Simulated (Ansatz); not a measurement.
**CH5OSi (SMILES [CH2][SiH2]O): UBHLYP/def2-SVPD**

Aim: the electronic atomisation energy of CH5OSi at UBHLYP/def2-SVPD, from 5 runs. 

Program for the calculation: Ansatz 0.2.0.

54 further runs of the same task are left out: 54 set aside as unsound or not needed.

## 1. Starting point

CH5OSi: 8 atoms, total charge 0, spin state doublet. As SMILES, `[CH2][SiH2]O`. The shape is that of a PBE0-D4/def2-TZVP optimisation. This is one conformer, not always the lowest.

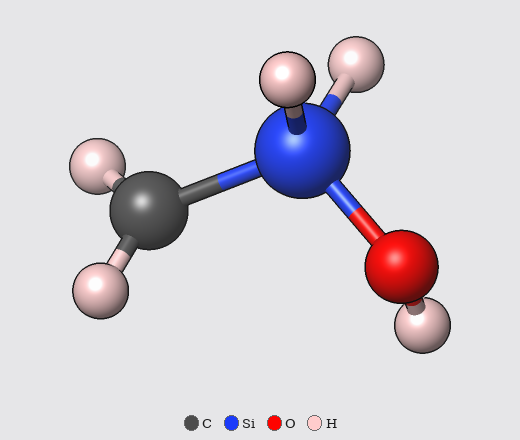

Viewed from a chosen angle; carbon dark grey, silicon blue, oxygen red, hydrogen pink.

## 2. The energy at UBHLYP/def2-SVPD

input.yaml reads:

```yaml
basis:
  gaussian: {orbitals: def2-SVPD}
crystal:
  periodic: [false, false, false]
  atoms:
    - {symbol: C, position_ang: [-0.861500, 0.517800, -0.791400]}
    - {symbol: Si, position_ang: [0.654000, -0.005200, 0.111100]}
    - {symbol: O, position_ang: [0.302800, -0.724400, 1.554400]}
    - {symbol: H, position_ang: [-0.970800, 0.416800, -1.867000]}
    - {symbol: H, position_ang: [-1.703100, 0.991500, -0.293300]}
    - {symbol: H, position_ang: [1.495600, 1.161100, 0.480600]}
    - {symbol: H, position_ang: [1.431000, -0.912300, -0.779800]}
    - {symbol: H, position_ang: [-0.255800, -1.502300, 1.529400]}
magnetization: {spin_polarized: true, initial_magnetization: 1}
hamiltonian: {xc: {name: BHLYP}}
accuracy: high
output: {orbitals: {seedname: orbitals}}
```

Started as:

```bash
$ ansatz run input.yaml --threads 1 --pin off --max-ram 3480MiB --events-out events.jsonl --progress --plain --runs-dir runs
```

The program printed:

```text
Warning: RAYON_NUM_THREADS=1 ignored (pool sized by the plan → 1); use --threads N
Functional definition: BHLYP
  name "BHLYP"
  parameter a = 0.5
  exchange = (1 - a)*b88_x + a*exact_x
  correlation = lyp_c
2123 factors; integrals over basis functions are off by at most 3.5e-9 eV
mean field evaluation 1: about -11031.9763 eV, gradient 3.4e1 eV
mean field evaluation 2: about -11030.8228 eV, gradient 3.9e1 eV
mean field evaluation 4: about -11036.3505 eV, gradient 1.2e0 eV
mean field evaluation 8: about -11036.3623 eV, gradient 2.1e-2 eV
mean field evaluation 16: about -11036.3623 eV, gradient 1.2e-5 eV
mean field -11036.36228324 eV, -405.5788331940 hartree, gradient 3.4e-8 eV, S^2 0.754519; 0 other end points of the search recorded, 0 dependent functions left out
reference -11036.36231262 eV, -405.5788342737 hartree; 17, 16 occupied and 90, 91 virtual orbitals, 2123 factors
Total energy: -11036.36231262 eV, -405.5788342737 hartree
```

Run time: 20 s. Hardware: 1 thread of AMD EPYC 7R43 (Zen 3), shared host; peak memory 0.43 GiB.

## 3. The C atom at the same level

job.yaml reads:

```yaml
crystal:
  periodic: [false, false, false]
  atoms:
    - {symbol: C, position_ang: [0.000000, 0.000000, 0.000000]}
basis:
  gaussian:
    orbitals: def2-SVPD
hamiltonian:
  xc: {name: BHLYP}
accuracy: high
magnetization:
  spin_polarized: true
  initial_magnetization: 2
```

Run the same way, it converges to -37.80276 Eh (log not shown).

## 4. The H atom, same level

in.yaml reads:

```yaml
crystal:
  periodic: [false, false, false]
  atoms:
    - {symbol: H, position_ang: [0.000000, 0.000000, 0.000000]}
basis:
  gaussian: {orbitals: def2-SVPD}
magnetization: {spin_polarized: true, initial_magnetization: 1}
hamiltonian: {xc: {name: BHLYP}}
accuracy: high
```

Run the same way, it converges to -0.49784 Eh (log not shown).

## 5. The O atom

job.yaml reads:

```yaml
crystal:
  periodic: [false, false, false]
  atoms:
    - symbol: O
      position_ang: [0.000000, 0.000000, 0.000000]
basis:
  gaussian: {orbitals: def2-SVPD}
magnetization: {spin_polarized: true, initial_magnetization: 2}
hamiltonian: {xc: {name: BHLYP}}
accuracy: high
```

Started as:

```bash
$ ansatz run job.yaml --threads 1 --pin off --max-ram 3480MiB --events-out events.jsonl --progress --plain --runs-dir runs
```

The program printed:

```text
Warning: RAYON_NUM_THREADS=1 ignored (pool sized by the plan → 1); use --threads N
Functional definition: BHLYP
  name "BHLYP"
  parameter a = 0.5
  exchange = (1 - a)*b88_x + a*exact_x
  correlation = lyp_c
191 factors; integrals over basis functions are off by at most 1.9e-9 eV
mean field evaluation 1: about -2040.4538 eV, gradient 4.6e0 eV
mean field evaluation 2: about -2040.5387 eV, gradient 9.8e-1 eV
mean field evaluation 4: about -2040.5461 eV, gradient 9.4e-2 eV
mean field evaluation 8: about -2040.5467 eV, gradient 9.3e-4 eV
mean field evaluation 16: about -2040.5467 eV, gradient 1.2e-8 eV
mean field -2040.54669754 eV, -74.9887080025 hartree, gradient 1.2e-8 eV, S^2 2.004709; 0 other end points of the search recorded, 0 dependent functions left out
reference -2040.54671434 eV, -74.9887086197 hartree; 5, 3 occupied and 18, 20 virtual orbitals, 191 factors
Total energy: -2040.54671434 eV, -74.9887086197 hartree
```

Run time: 0.49 s. Hardware: 1 thread of AMD EPYC 7R43 (Zen 3), shared host.

## 6. The Si atom at the same level

in.yaml reads:

```yaml
crystal:
  periodic: [false, false, false]
  atoms:
    - {symbol: Si, position_ang: [0.000000, 0.000000, 0.000000]}
basis:
  gaussian: {orbitals: def2-SVPD}
magnetization: {spin_polarized: true, initial_magnetization: 2}
hamiltonian: {xc: {name: BHLYP}}
accuracy: high
```

Run the same way, it converges to -289.28042 Eh (log not shown).

## 7. What came out

Level: UBHLYP/def2-SVPD.

| quantity | value |
| --- | --- |
| molecule: total energy | -405.57883 Eh |
| molecule: HOMO energy (highest over α and β) | -8.35 eV |
| molecule: LUMO energy (lowest over α and β) | -1.47 eV |
| molecule: ⟨S²⟩ | 0.755 |
| C atom: total energy | -37.80276 Eh |
| C atom: ⟨S²⟩ | 2.005 |
| H atom: total energy | -0.49784 Eh |
| H atom: ⟨S²⟩ | 0.750 |
| O atom: total energy | -74.98871 Eh |
| O atom: ⟨S²⟩ | 2.005 |
| Si atom: total energy | -289.28042 Eh |
| Si atom: ⟨S²⟩ | 2.006 |
| electronic atomisation energy | 27.694 eV |

What this shows: Taking the molecule apart into free atoms costs 27.69 eV (639 kcal/mol), before zero-point energy and without spin-orbit coupling.
